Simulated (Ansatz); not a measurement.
# ClH3S2Si: shift of H5 from S1 to S2, part 2 of 2

How high is the barrier for the shift of H5 from S1 to S2? Relax the two ends, then run a nudged elastic band between them. SMILES of the start: SS[SiH2]Cl.

Ansatz 0.2.0; UKS PBE0/cc-pVDZ. Earlier steps stand in the parts before.

### Step 8. Another band, settings changed

crystal.atoms is end A as relaxed above, and neb.final_atoms is end B, turned to lie on A. With 1 inner images the band has 3 in all. The start path is listed, through a guess of the saddle.

File input.yaml:

```yaml
crystal:
  periodic: [false, false, false]
  atoms:
    - { symbol: S, position_ang: [-1.640336, 1.266714, -0.817923] }
    - { symbol: S, position_ang: [0.201097, 0.503305, -1.468672] }
    - { symbol: Si, position_ang: [0.919341, -0.227265, 0.424923] }
    - { symbol: Cl, position_ang: [-0.209403, -1.853901, 1.074752] }
    - { symbol: H, position_ang: [-2.345404, 0.109348, -0.9152] }
    - { symbol: H, position_ang: [2.318568, -0.690504, 0.181868] }
    - { symbol: H, position_ang: [0.817237, 0.824202, 1.474451] }
magnetization:
  spin_polarized: true
basis:
  gaussian: { orbitals: cc-pVDZ }
hamiltonian:
  xc: pbe0
neb:
  order_check: false
  images: 1
  f_tol: 0.05
  max_iterations: 60
  climbing: false
  final_atoms:
    - { symbol: S, position_ang: [-1.999642, 1.55642514, -0.19042249] }
    - { symbol: S, position_ang: [-0.43890129, 0.73532876, -1.17605168] }
    - { symbol: Si, position_ang: [0.74366688, -0.23340388, 0.44254919] }
    - { symbol: Cl, position_ang: [-0.43245228, -1.60007188, 1.43451922] }
    - { symbol: H, position_ang: [-0.82295387, -0.4828883, -1.70693594] }
    - { symbol: H, position_ang: [1.90268856, -0.94815613, -0.17367139] }
    - { symbol: H, position_ang: [1.10869402, 0.90466528, 1.32421209] }
  initial_path:
    images:
      - { positions_ang: [[-1.640336, 1.266714, -0.817923], [0.201097, 0.503305, -1.468672], [0.919341, -0.227265, 0.424923], [-0.209403, -1.853901, 1.074752], [-2.345404, 0.109348, -0.9152], [2.318568, -0.690504, 0.181868], [0.817237, 0.824202, 1.474451]] }
      - { positions_ang: [[-1.81396989, 1.23638359, -0.38553406], [-0.19899985, 0.48471733, -1.28956357], [0.81304448, -0.22927685, 0.43726231], [-0.16311072, -1.73101252, 1.29465948], [-1.78428168, 0.09482025, -1.59033575], [2.16250317, -0.77772783, 0.04315352], [1.04591449, 0.85399504, 1.44455708]] }
      - { positions_ang: [[-1.999642, 1.55642514, -0.19042249], [-0.43890129, 0.73532876, -1.17605168], [0.74366688, -0.23340388, 0.44254919], [-0.43245228, -1.60007188, 1.43451922], [-0.82295387, -0.4828883, -1.70693594], [1.90268856, -0.94815613, -0.17367139], [1.10869402, 0.90466528, 1.32421209]] }
```

The run is started by

```sh
$ ansatz run input.yaml --threads 2 --pin off --max-ram 3072MiB --backend cpu --events-out ev --progress --plain --runs-dir out
```

Standard output (excerpt; [...] marks lines left out):

```text
Warning: RAYON_NUM_THREADS=2 ignored (pool sized by the plan → 2); use --threads N
[...]
Functional definition: PBE0
[...]
993 factors; integrals over basis functions are off by at most 3.7e-4 eV
[...]
mean field -42107.04032924 eV, -1547.4051909226 hartree, gradient 2.3e-5 eV, S^2 0.000000; 0 other end points of the search recorded, 0 dependent functions left out
[...]
reference -42107.04035462 eV, -1547.4051918551 hartree; 33, 33 occupied and 54, 54 virtual orbitals, 993 factors
[...]
Atom 3 at    -0.432452    -1.600072     1.434519 Å, force    -0.004499    -0.006427     0.002828 eV/Å
Atom 4 at    -0.822954    -0.482888    -1.706936 Å, force     0.000494    -0.001846     0.000620 eV/Å
Atom 5 at     1.902689    -0.948156    -0.173671 Å, force    -0.000810     0.000905     0.000185 eV/Å
Atom 6 at     1.108694     0.904665     1.324212 Å, force     0.001240     0.001699    -0.001099 eV/Å
Dipole moment:     0.795133    -0.463441    -0.239659 e Å
this run last wrote the band of iteration 7 to <dir>
```

It took 20 s on 2 threads of Intel Xeon 6975P-C (Granite Rapids), shared host; peak memory 0.3 GiB.

### Step 9. What the band shows

The 1 inner images lie between the fixed ends 0 and 2. Energy is taken from image 0, and the path length is the program's own coordinate along the band.

| image | path (Å) | energy (eV) | H5–S1 (Å) | H5–S2 (Å) | band force (eV/Å) |
| --- | --- | --- | --- | --- | --- |
| 0 | 0.000 | 0.0000 | 1.36 | 2.64 | - |
| 1 | 1.363 | 0.7650 | 1.40 | 2.11 | 0.031 |
| 2 | 2.725 | 1.4849 | 2.80 | 1.38 | - |

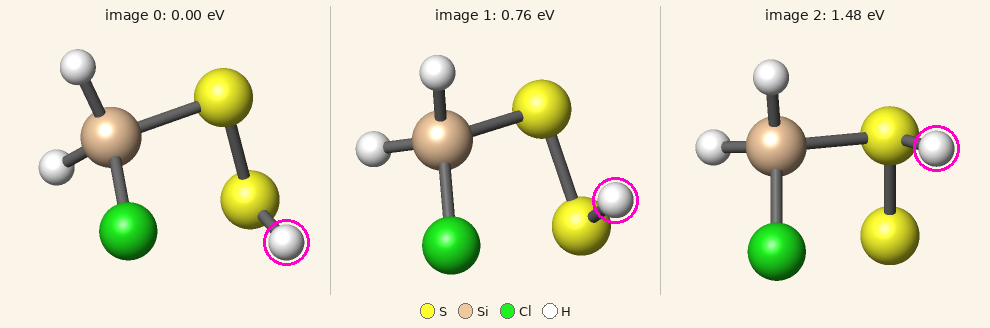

The images of the last band, seen from a free direction. Ringed: H5. Sticks join atoms closer than a bonding distance in each image.

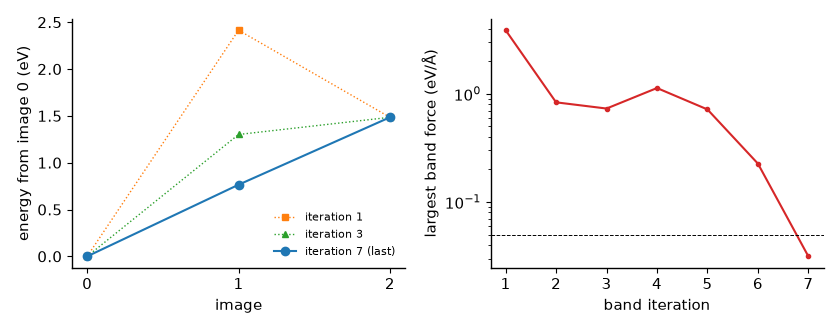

Left: energy of each image for early iterations and the last one (lines only join the points; early values far above the last band run off the scale). Right: the largest band force by iteration, with the threshold dashed.

### Step 10. A trajectory let go at the top

It starts at the highest inner image of the first converged band: 200 steps of 0.5 fs at constant energy, with velocities drawn for 300 K.

File input.yaml:

```yaml
crystal:
  periodic: [false, false, false]
  atoms:
    - { symbol: S, position_ang: [-1.955215, 1.390533, -0.323446] }
    - { symbol: S, position_ang: [-0.19504, 0.630053, -1.351198] }
    - { symbol: Si, position_ang: [0.814791, -0.233794, 0.411712] }
    - { symbol: Cl, position_ang: [-0.360303, -1.712295, 1.233332] }
    - { symbol: H, position_ang: [-1.323237, -0.196047, -1.306816] }
    - { symbol: H, position_ang: [2.090038, -0.851027, -0.059795] }
    - { symbol: H, position_ang: [0.990066, 0.904476, 1.35041] }
magnetization:
  spin_polarized: true
basis:
  gaussian: { orbitals: cc-pVDZ }
hamiltonian:
  xc: pbe0
md:
  timestep: 0.5
  n_steps: 200
  ensemble: nve
  temperature: 300.0
  initial_velocities: maxwell_boltzmann
  seed: 2957
```

The run is started by

```sh
$ ansatz run input.yaml --threads 2 --pin off --max-ram 3072MiB --backend cpu --events-out ev --progress --plain --runs-dir out
```

Standard output (excerpt; [...] marks lines left out):

```text
Warning: RAYON_NUM_THREADS=2 ignored (pool sized by the plan → 2); use --threads N
[...]
[... 1 set-up line as earlier in the session ...]
[...]
992 factors; integrals over basis functions are off by at most 3.3e-4 eV
[...]
mean field -42104.86198665 eV, -1547.3251383088 hartree, gradient 2.7e-5 eV, S^2 0.000000; 2 other end points of the search recorded, 0 dependent functions left out
[...]
reference -42104.86201104 eV, -1547.3251392051 hartree; 33, 33 occupied and 54, 54 virtual orbitals, 992 factors
[...]
md step    72: t =    36.00 fs  T =   615.7 K  F+E_penalty+E_count = -42105.06579985 eV  E_kin = 0.397898 eV  conserved = -42104.66790197 eV  (35 SCF iters)
[...]
md step    96: t =    48.00 fs  T =   660.4 K  F+E_penalty+E_count = -42105.09460580 eV  E_kin = 0.426804 eV  conserved = -42104.66780145 eV  (33 SCF iters)
md step    97: t =    48.50 fs  T =   617.8 K  F+E_penalty+E_count = -42105.06704076 eV  E_kin = 0.399265 eV  conserved = -42104.66777596 eV  (33 SCF iters)
```

### Step 11. More of the same log: dynamics from the highest image of the converged band

Output, continued (excerpt; [...] marks lines left out):

```text
md step    98: t =    49.00 fs  T =   580.5 K  F+E_penalty+E_count = -42105.04297671 eV  E_kin = 0.375206 eV  conserved = -42104.66777058 eV  (33 SCF iters)
[...]
md step   123: t =    61.50 fs  T =   835.4 K  F+E_penalty+E_count = -42105.20818822 eV  E_kin = 0.539929 eV  conserved = -42104.66825893 eV  (29 SCF iters)
[...]
Atom 3 at    -0.311770    -1.782147     1.278803 Å, force    -0.181592    -0.169338    -0.052781 eV/Å
Atom 4 at    -0.417185    -0.530880    -2.005835 Å, force    -0.407441    -0.186554     0.214936 eV/Å
Atom 5 at     2.065631    -0.922103    -0.166035 Å, force    -0.341854     0.288807     0.278519 eV/Å
Atom 6 at     1.080388     0.684792     1.604458 Å, force    -0.089230    -0.032319    -0.762953 eV/Å
Dipole moment:     0.867367    -0.435617    -0.143025 e Å
```

It took 6.8 min on 2 threads of Intel Xeon 6975P-C (Granite Rapids), shared host; peak memory 0.3 GiB.

### Step 12. The trajectory

The trajectory, every 15 steps (energies from step 0):

```csv
time (fs),T (K),potential energy change (meV/atom),total energy change (meV/atom),H5–S1 (Å),H5–S2 (Å)
0.0,300,0.0,0.00,1.97,1.40
7.5,148,14.1,0.02,1.98,1.42
15.0,71,21.1,0.02,1.98,1.38
22.5,188,10.4,0.02,2.03,1.42
30.0,314,-1.3,0.04,2.13,1.35
37.5,742,-40.8,0.02,2.55,1.41
45.0,958,-60.8,-0.03,3.08,1.43
52.5,461,-14.8,0.05,3.21,1.42
60.0,872,-52.9,-0.05,2.95,1.42
67.5,554,-23.5,0.01,2.51,1.40
75.0,808,-47.0,-0.04,2.45,1.39
82.5,877,-53.4,-0.04,2.84,1.41
90.0,404,-9.5,0.04,3.17,1.43
97.5,826,-48.6,-0.01,3.12,1.40
100.0,940,-59.1,-0.01,3.02,1.38
```

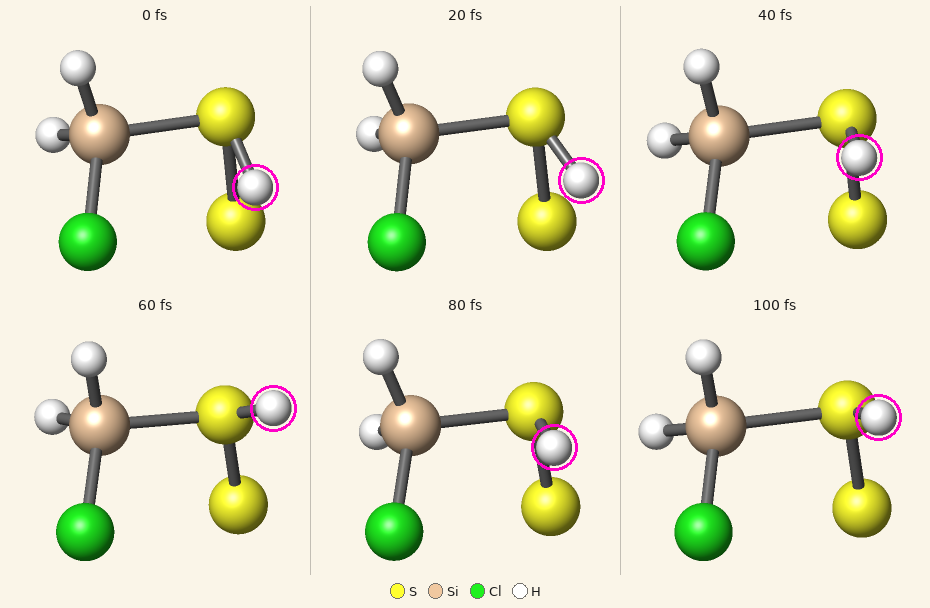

Six frames of the run, seen from a free direction. Sticks join atoms within a bonding distance in each frame.

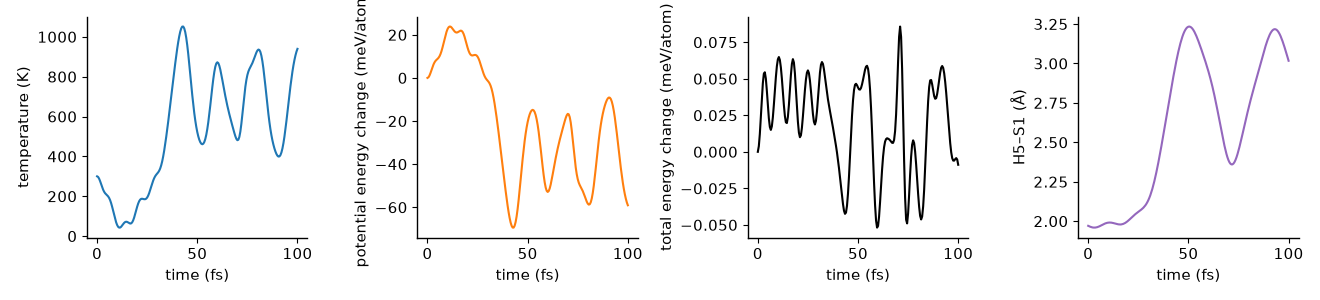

Traces against time; each panel has its own scale.

The last frame stands with the bonds of end B.

### Step 13. A trajectory let go at the top

It starts at the highest inner image of the first converged band: 200 steps of 0.5 fs at constant energy, with velocities drawn for 100 K.

input.yaml: that of step 10 with these lines changed.

```diff
@@ -20,4 +20,4 @@
   ensemble: nve
-  temperature: 300.0
+  temperature: 100.0
   initial_velocities: maxwell_boltzmann
-  seed: 2957
+  seed: 2958
```

The run is started by

```sh
$ ansatz run input.yaml --threads 2 --pin off --max-ram 3072MiB --backend cpu --events-out ev --progress --plain --runs-dir out
```

Standard output (excerpt; [...] marks lines left out):

```text
Warning: RAYON_NUM_THREADS=2 ignored (pool sized by the plan → 2); use --threads N
[...]
[... 1 set-up line as earlier in the session ...]
[...]
992 factors; integrals over basis functions are off by at most 3.3e-4 eV
[...]
mean field -42104.86198665 eV, -1547.3251383088 hartree, gradient 2.7e-5 eV, S^2 0.000000; 2 other end points of the search recorded, 0 dependent functions left out
[...]
reference -42104.86201104 eV, -1547.3251392051 hartree; 33, 33 occupied and 54, 54 virtual orbitals, 992 factors
[...]
md step    72: t =    36.00 fs  T =   283.8 K  F+E_penalty+E_count = -42104.98056378 eV  E_kin = 0.183388 eV  conserved = -42104.79717578 eV  (31 SCF iters)
[...]
md step    96: t =    48.00 fs  T =   836.0 K  F+E_penalty+E_count = -42105.33789320 eV  E_kin = 0.540316 eV  conserved = -42104.79757684 eV  (29 SCF iters)
md step    97: t =    48.50 fs  T =   833.5 K  F+E_penalty+E_count = -42105.33627737 eV  E_kin = 0.538673 eV  conserved = -42104.79760469 eV  (29 SCF iters)
```

### Step 14. More of the same log: dynamics from the highest image of the converged band

Output, continued (excerpt; [...] marks lines left out):

```text
md step    98: t =    49.00 fs  T =   827.3 K  F+E_penalty+E_count = -42105.33235595 eV  E_kin = 0.534711 eV  conserved = -42104.79764465 eV  (29 SCF iters)
[...]
md step   123: t =    61.50 fs  T =   522.2 K  F+E_penalty+E_count = -42105.13473219 eV  E_kin = 0.337476 eV  conserved = -42104.79725634 eV  (29 SCF iters)
[...]
Atom 3 at    -0.246063    -1.870945     1.252429 Å, force     0.321703     0.437333    -0.028643 eV/Å
Atom 4 at    -1.143005    -0.395470    -1.764865 Å, force     0.957740    -0.540606     0.082093 eV/Å
Atom 5 at     2.158005    -0.550972    -0.033764 Å, force    -0.498421    -0.190522     0.348565 eV/Å
Atom 6 at     0.815249     0.990959     1.332725 Å, force    -0.190637     0.205617     0.399682 eV/Å
Dipole moment:     0.823976    -0.596590    -0.084683 e Å
```

Wall time 6.7 min (2 threads of Intel Xeon 6975P-C (Granite Rapids), shared host); peak memory 0.3 GiB.

### Step 15. Frames and traces

One step in 11; energies are changes from step 0:

```
time (fs)  T (K)  potential energy change (meV/atom)  total energy change (meV/atom)  H5–S1 (Å)  H5–S2 (Å)
      0.0    100                                 0.0                            0.00       1.97       1.40
      5.5     78                                 2.0                            0.02       2.01       1.39
     11.0     77                                 2.1                            0.04       2.09       1.38
     16.5    257                               -14.5                            0.04       2.25       1.36
     22.0    764                               -61.4                           -0.03       2.60       1.38
     27.5    932                               -76.9                           -0.04       3.02       1.43
     33.0    478                               -34.9                            0.02       3.22       1.41
     38.5    263                               -15.0                            0.05       3.19       1.38
     44.0    722                               -57.4                           -0.05       3.05       1.43
     49.5    817                               -66.2                           -0.05       2.71       1.43
     55.0    415                               -29.0                            0.04       2.36       1.36
     60.5    474                               -34.5                            0.01       2.35       1.37
     66.0    802                               -64.9                           -0.05       2.66       1.41
     71.5    681                               -53.6                           -0.01       3.03       1.42
     77.0    421                               -29.6                            0.04       3.24       1.42
     82.5    497                               -36.7                            0.01       3.21       1.39
     88.0    566                               -43.0                           -0.02       3.03       1.41
     93.5    500                               -36.9                            0.00       2.72       1.38
     99.0    529                               -39.6                            0.02       2.50       1.36
    100.0    568                               -43.2                            0.00       2.49       1.37
```

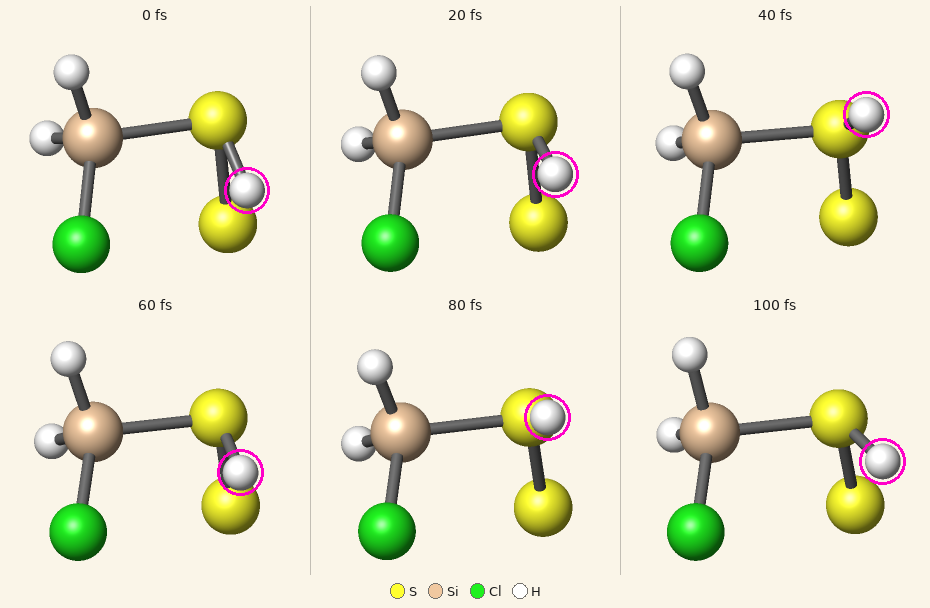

The system at six times, viewed from a free direction. Sticks join atoms within a bonding distance in each frame.

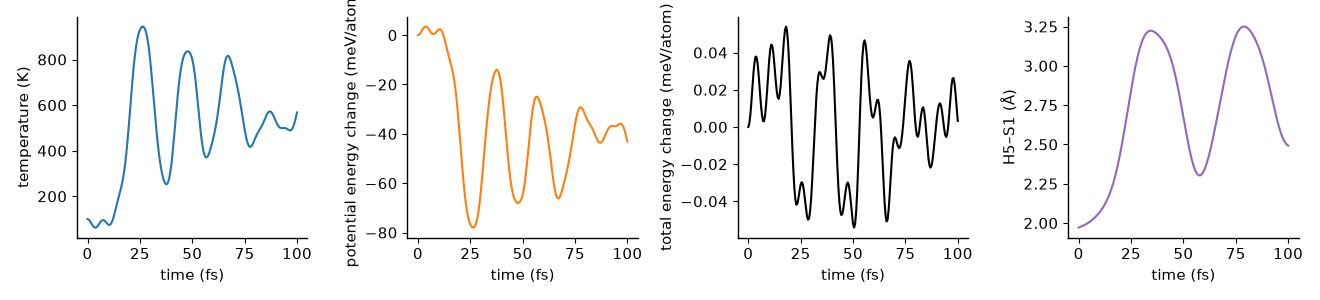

Traces against time; each panel has its own scale.

The last frame stands with the bonds of end B.

### Step 16. Summary of results

The summary covers parts 1 to 2.

```
                                quantity                                                                                       value
                                   end A                                                                     5 moves, 0.240 eV lower
                                   end B                                                                     9 moves, 1.389 eV lower
            first band: barrier forwards                                                                                     2.18 eV
           first band: barrier backwards                                                                                     0.69 eV
first band: second end relative to first                                                                                   +1.485 eV
               first band: highest image                                                                       4 of 0 to 6, climbing
             first band: band iterations                                                                                           7
              imaginary modes at the top                                                                                   977i cm⁻¹
                             second band  top 1.485 eV above image 0 (an end, no saddle), 7 iterations, 1 inner image, none climbing
             time, first and second band                                                                               83 s and 20 s
       trajectory at 300 K, after 100 fs                                                           with the bonds of end B, at 940 K
       trajectory at 100 K, after 100 fs                                                           with the bonds of end B, at 568 K
```

In words: In the first band: along this path the system climbs 2.18 eV from the first end (84 kT at 300 K); with a typical attempt rate of 10^13 per second that is roughly 10^-24 events a second. The second end lies 1.48 eV above the first, so the way back costs 0.69 eV. By distance, end A alone has S1–H5 and end B alone has S2–H5. One imaginary mode, as a first-order saddle point has. The second band has other ends or settings, so its heights don't compare with the first's. As for the second band: so few images can miss the top or cut a corner of the path. These are electronic energies, with no zero-point or thermal terms. Tunnelling, which matters where hydrogen moves, is missing too.
